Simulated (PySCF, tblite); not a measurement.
# 2,2-dimethylbutane (C₆H₁₄): a rotation path, then NMR shifts on frames

Aim: move 2,2-dimethylbutane (C₆H₁₄) (`CCC(C)(C)C`) away from its starting geometry and see how NMR shifts follow the geometry.

Programs: tblite 0.8.0 and PySCF 2.14.0, with density-fitted response routines of our own. Each step states its level of theory. These are calculated values for one molecule in the gas phase, unless marked as measured. Atoms count from 0, in the outputs and in this text.

## 1. Starting geometry

20 atoms, charge 0, multiplicity 1; geometry from: GFN2-xTB.

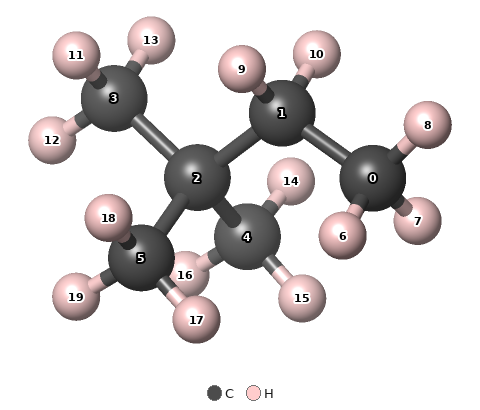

As it starts; carbon dark grey, hydrogen pink, atoms numbered.

## 2. The rotation path with GFN2-xTB

Job settings and geometry (Å):

```
{"job": {"kind": "neb", "xc": "GFN2-xTB", "basis": "xTB", "atoms": [0, 1, 2, 4], "turn": 120}, "charge": 0, "multiplicity": 1}
C      2.091266    -0.527527     0.077147
C      0.972898     0.162341    -0.696414
C     -0.420102     0.120934    -0.041380
C     -1.393859     0.861840    -0.964403
C     -0.904392    -1.320769     0.128290
C     -0.406771     0.817859     1.320987
H      2.234487    -0.072088     1.053287
H      1.881856    -1.585187     0.212889
H      3.024090    -0.437342    -0.476015
H      1.248749     1.209396    -0.846798
H      0.900025    -0.298202    -1.685145
H     -1.083200     1.895655    -1.099742
H     -2.396676     0.859134    -0.543197
H     -1.432820     0.386240    -1.942092
H     -0.874991    -1.848949    -0.822412
H     -0.288889    -1.859880     0.843514
H     -1.929340    -1.330445     0.493434
H      0.208358     0.274128     2.033043
H     -0.019456     1.830369     1.228952
H     -1.416381     0.873173     1.723018
```

Level: GFN2-xTB climbing-image nudged elastic band, gas phase.

The run is started by

```bash
$ OMP_NUM_THREADS=1 python probes_run.py task.json out
```

The driver reads the jobs from task.json and runs them one after another.

The program printed:

```text
image   E - E0 / eV
  0       0.0000
  1       0.0142
  2       0.0651
  3       0.1279
  4       0.1530
  5       0.1190
  6       0.0547
  7       0.0131
  8       0.0000
```

It took 2.6 s on 1 thread of Arm Neoverse V1, shared host; peak memory 0.18 GiB.

The final band, with the dihedral C0–C1–C2–C4:

| image | dihedral (°) | energy (eV) | energy (kcal/mol) |
| --- | --- | --- | --- |
| 0 | -61 | 0.000 | 0.0 |
| 1 | -47 | 0.014 | 0.3 |
| 2 | -31 | 0.065 | 1.5 |
| 3 | -15 | 0.128 | 3.0 |
| 4 | 1 | 0.153 | 3.5 |
| 5 | 18 | 0.119 | 2.7 |
| 6 | 34 | 0.055 | 1.3 |
| 7 | 49 | 0.013 | 0.3 |
| 8 | 61 | 0.000 | 0.0 |

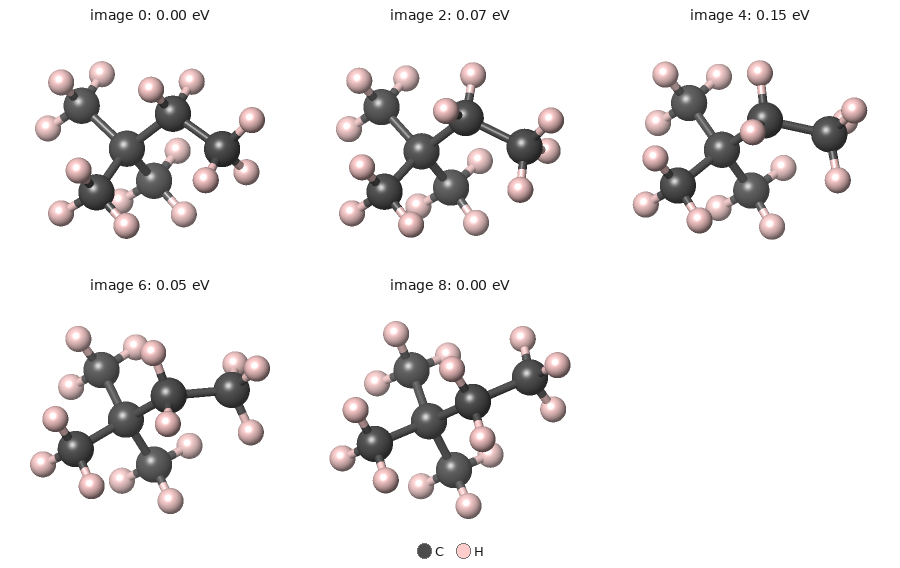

Images along the band.

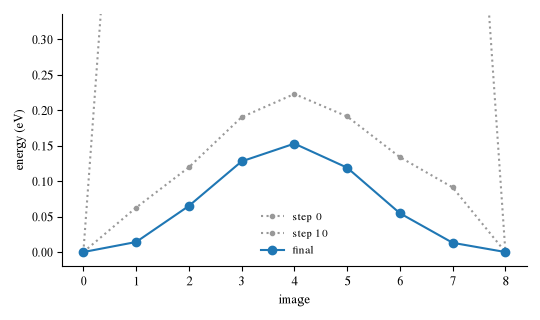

Energy along the band, early and final.

## 3. NMR shieldings: image 0, PBE0/pcSseg-1

Job settings and geometry (Å):

```
{"job": {"kind": "nmr", "xc": "PBE0", "basis": "pcSseg-1", "pop": false}, "charge": 0, "multiplicity": 1}
C      2.091300    -0.527500     0.077100
C      0.972900     0.162300    -0.696400
C     -0.420100     0.120900    -0.041400
C     -1.393900     0.861800    -0.964400
C     -0.904400    -1.320800     0.128300
C     -0.406800     0.817900     1.321000
H      2.234500    -0.072100     1.053300
H      1.881900    -1.585200     0.212900
H      3.024100    -0.437300    -0.476000
H      1.248700     1.209400    -0.846800
H      0.900000    -0.298200    -1.685100
H     -1.083200     1.895700    -1.099700
H     -2.396700     0.859100    -0.543200
H     -1.432800     0.386200    -1.942100
H     -0.875000    -1.848900    -0.822400
H     -0.288900    -1.859900     0.843500
H     -1.929300    -1.330400     0.493400
H      0.208400     0.274100     2.033000
H     -0.019500     1.830400     1.229000
H     -1.416400     0.873200     1.723000
```

Method: GIAO PBE0/pcSseg-1 NMR shielding, non-relativistic, gas phase.

The program printed:

```text
coarse grid: 15200 points
cycle   1  E = -236.6463603438  dE =  3.322e-01  |g| = 4.765e-01  |ddm| = 3.599e+00
cycle   2  E = -236.6304072593  dE =  1.595e-02  |g| = 5.454e-01  |ddm| = 9.297e-01
cycle   3  E = -236.7090873369  dE = -7.868e-02  |g| = 3.949e-02  |ddm| = 5.233e-01
cycle   4  E = -236.7093405436  dE = -2.532e-04  |g| = 2.163e-02  |ddm| = 5.676e-02
cycle   5  E = -236.7094483233  dE = -1.078e-04  |g| = 2.466e-03  |ddm| = 1.884e-02
cycle   6  E = -236.7094496220  dE = -1.299e-06  |g| = 4.216e-04  |ddm| = 2.624e-03
final grid: 142456 points
cycle   7  E = -236.7489461263  dE = -7.201e-05  |g| = 1.023e-02  |ddm| = 4.092e-02
cycle   8  E = -236.7489356805  dE =  1.045e-05  |g| = 1.206e-02  |ddm| = 2.017e-02
cycle   9  E = -236.7489735484  dE = -3.787e-05  |g| = 7.775e-04  |ddm| = 1.136e-02
cycle  10  E = -236.7489736695  dE = -1.211e-07  |g| = 2.896e-04  |ddm| = 1.025e-03
cycle  11  E = -236.7489736885  dE = -1.903e-08  |g| = 3.525e-05  |ddm| = 2.142e-04
cycle  12  E = -236.7489736888  dE = -2.559e-10  |g| = 9.164e-06  |ddm| = 4.551e-05
converged SCF energy = -236.7489736888

GIAO shielding tensors (ppm)
atom      isotropic    diamagn.    paramagn.     s11        s22        s33       span
  0 C      176.036     247.024     -70.988    168.811    172.599    186.698     17.887
  1 C      146.565     248.232    -101.667    133.810    135.643    170.242     36.432
  2 C      154.575     244.107     -89.532    149.676    154.588    159.460      9.784
  3 C      151.502     247.901     -96.399    130.572    136.882    187.053     56.482
  4 C      158.551     248.511     -89.960    139.369    149.481    186.803     47.434
  5 C      158.539     248.521     -89.981    139.374    149.493    186.751     47.377
  6 H       30.755      30.873      -0.118     25.662     30.236     36.366     10.704
  7 H       30.753      30.874      -0.121     25.659     30.241     36.360     10.701
  8 H       30.695      28.671       2.024     25.809     27.760     38.514     12.705
  9 H       30.479      32.998      -2.519     25.732     30.367     35.338      9.606
 10 H       30.480      33.001      -2.521     25.734     30.368     35.340      9.606
 11 H       30.737      31.460      -0.723     27.191     28.218     36.803      9.613
 12 H       30.759      31.455      -0.696     27.079     28.146     37.051      9.972
 13 H       30.738      31.461      -0.724     27.192     28.220     36.802      9.611
 14 H       31.061      31.925      -0.864     27.506     28.059     37.619     10.113
 15 H       30.497      32.167      -1.670     26.188     29.327     35.977      9.790
 16 H       30.860      31.779      -0.919     27.226     28.545     36.810      9.583
 17 H       30.496      32.169      -1.674     26.185     29.332     35.971      9.786
 18 H       31.060      31.927      -0.867     27.505     28.059     37.616     10.111
 19 H       30.858      31.777      -0.919     27.226     28.542     36.805      9.579
```

It took 19 s on 1 thread of Arm Neoverse V1, shared host; peak memory 0.96 GiB.

Shifts follow as δ = σ(reference) − σ, with reference shieldings (ppm) from runs at the same level and on the same kind of geometry: ¹H TMS 31.72, ¹³C TMS 186.9. The references are single molecules in the gas phase. Each atom is listed at this fixed geometry, with no averaging over motion; a spectrum would average atoms that exchange fast.

| atoms | environment | σ (ppm) | δ (ppm) |
| --- | --- | --- | --- |
| C1 | sp3 CH2 | 146.6 | 40.4 |
| C3 | methyl carbon | 151.5 | 35.4 |
| C2 | quaternary sp3 carbon | 154.6 | 32.4 |
| C5 | methyl carbon | 158.5 | 28.4 |
| C4 | methyl carbon | 158.6 | 28.4 |
| C0 | methyl carbon | 176.0 | 10.9 |
| H9 | hydrogen on an sp3 CH2 | 30.48 | 1.24 |
| H10 | hydrogen on an sp3 CH2 | 30.48 | 1.24 |
| H17 | hydrogen on a methyl carbon | 30.50 | 1.22 |
| H15 | hydrogen on a methyl carbon | 30.50 | 1.22 |
| H8 | hydrogen on a methyl carbon | 30.69 | 1.02 |
| H11 | hydrogen on a methyl carbon | 30.74 | 0.98 |
| H13 | hydrogen on a methyl carbon | 30.74 | 0.98 |
| H7 | hydrogen on a methyl carbon | 30.75 | 0.96 |
| H6 | hydrogen on a methyl carbon | 30.75 | 0.96 |
| H12 | hydrogen on a methyl carbon | 30.76 | 0.96 |
| H19 | hydrogen on a methyl carbon | 30.86 | 0.86 |
| H16 | hydrogen on a methyl carbon | 30.86 | 0.86 |
| H18 | hydrogen on a methyl carbon | 31.06 | 0.66 |
| H14 | hydrogen on a methyl carbon | 31.06 | 0.66 |

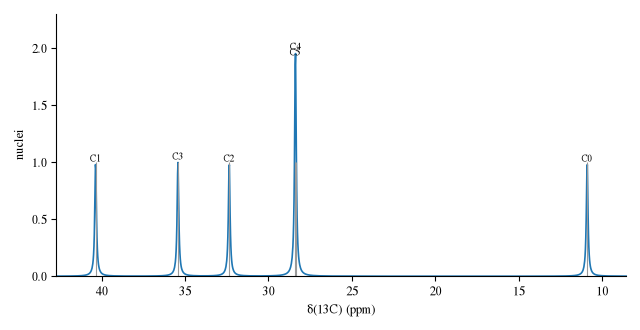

¹³C lines at the computed shifts, without couplings. Lines are broadened to a width of 0.12 ppm (Lorentzian).

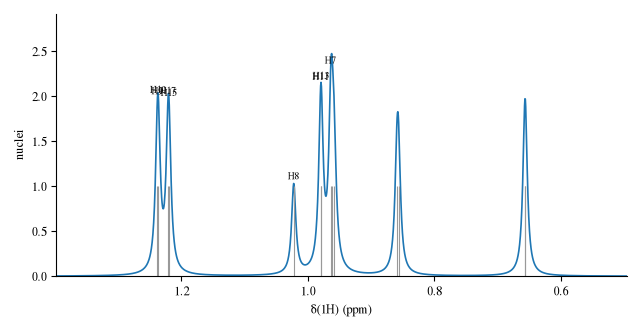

¹H lines at the computed shifts, without couplings. Lines are broadened to a width of 0.01 ppm (Lorentzian).

## 4. NMR shieldings: image 2, PBE0/pcSseg-1

Job settings and geometry (Å):

```
{"job": {"kind": "nmr", "xc": "PBE0", "basis": "pcSseg-1", "pop": false}, "charge": 0, "multiplicity": 1}
C      2.035500    -0.750000    -0.120000
C      1.030000     0.301900    -0.574900
C     -0.399800     0.176500     0.002100
C     -1.385500     0.756100    -1.017900
C     -0.791600    -1.276500     0.283700
C     -0.519200     0.974800     1.303000
H      2.141200    -0.762200     0.961600
H      1.739600    -1.742000    -0.450700
H      3.010700    -0.533000    -0.553400
H      1.417700     1.289100    -0.311500
H      0.974200     0.260200    -1.665300
H     -1.147300     1.794500    -1.236400
H     -2.401900     0.712800    -0.631900
H     -1.350900     0.192200    -1.948300
H     -0.667700    -1.895400    -0.601200
H     -0.192200    -1.694200     1.088200
H     -1.835700    -1.321400     0.585300
H      0.144800     0.578700     2.068200
H     -0.267400     2.020100     1.137700
H     -1.539800     0.928300     1.678500
```

With the program's defaults for keys left out, this is: GIAO PBE0/pcSseg-1 NMR shielding, non-relativistic, gas phase.

The program printed:

```text
coarse grid: 15200 points
cycle   1  E = -236.6426771510  dE =  3.292e-01  |g| = 4.759e-01  |ddm| = 3.607e+00
cycle   2  E = -236.6270556330  dE =  1.562e-02  |g| = 5.438e-01  |ddm| = 9.226e-01
cycle   3  E = -236.7052672577  dE = -7.821e-02  |g| = 3.839e-02  |ddm| = 5.191e-01
cycle   4  E = -236.7055009772  dE = -2.337e-04  |g| = 2.161e-02  |ddm| = 5.573e-02
cycle   5  E = -236.7056086780  dE = -1.077e-04  |g| = 2.519e-03  |ddm| = 1.898e-02
cycle   6  E = -236.7056100428  dE = -1.365e-06  |g| = 4.335e-04  |ddm| = 2.673e-03
final grid: 142456 points
cycle   7  E = -236.7454143484  dE = -7.540e-05  |g| = 1.014e-02  |ddm| = 4.239e-02
cycle   8  E = -236.7454046719  dE =  9.676e-06  |g| = 1.187e-02  |ddm| = 1.972e-02
cycle   9  E = -236.7454413042  dE = -3.663e-05  |g| = 7.555e-04  |ddm| = 1.104e-02
cycle  10  E = -236.7454414173  dE = -1.131e-07  |g| = 2.948e-04  |ddm| = 1.011e-03
cycle  11  E = -236.7454414371  dE = -1.981e-08  |g| = 3.976e-05  |ddm| = 2.308e-04
cycle  12  E = -236.7454414375  dE = -3.353e-10  |g| = 9.454e-06  |ddm| = 4.917e-05
converged SCF energy = -236.7454414375

GIAO shielding tensors (ppm)
atom      isotropic    diamagn.    paramagn.     s11        s22        s33       span
  0 C      174.815     247.089     -72.274    165.513    175.058    183.874     18.361
  1 C      148.977     247.871     -98.895    134.769    137.094    175.067     40.299
  2 C      156.022     244.063     -88.041    150.025    155.825    162.216     12.191
  3 C      150.700     248.180     -97.480    125.281    141.973    184.846     59.565
  4 C      158.760     248.669     -89.909    145.634    149.037    181.609     35.975
  5 C      154.953     248.145     -93.192    129.219    148.610    187.030     57.811
  6 H       30.830      30.936      -0.106     26.212     29.647     36.630     10.419
  7 H       30.765      30.835      -0.070     25.863     30.211     36.222     10.360
  8 H       30.717      28.569       2.148     25.781     27.769     38.602     12.821
  9 H       30.357      32.876      -2.519     25.930     30.129     35.011      9.081
 10 H       30.407      32.874      -2.466     24.753     31.253     35.216     10.462
 11 H       30.596      31.509      -0.913     27.179     28.061     36.548      9.369
 12 H       30.860      31.586      -0.726     27.109     28.327     37.143     10.034
 13 H       30.799      31.679      -0.880     27.161     28.438     36.799      9.639
 14 H       30.842      32.210      -1.368     27.128     28.328     37.069      9.941
 15 H       30.746      32.340      -1.593     26.741     29.307     36.191      9.451
 16 H       30.984      31.901      -0.917     27.345     28.836     36.771      9.426
 17 H       30.442      31.753      -1.311     26.421     28.758     36.148      9.727
 18 H       30.974      31.791      -0.817     27.398     28.248     37.277      9.879
 19 H       30.881      31.646      -0.765     27.128     28.515     37.000      9.872
```

Wall time 19 s (1 thread of Arm Neoverse V1, shared host); peak memory 0.79 GiB.

Key values: δ C1 37.9, C3 36.2, C5 32.0, C2 30.9, H9 1.36, H10 1.31 ppm.

(Part 1 of 2 ends here.)
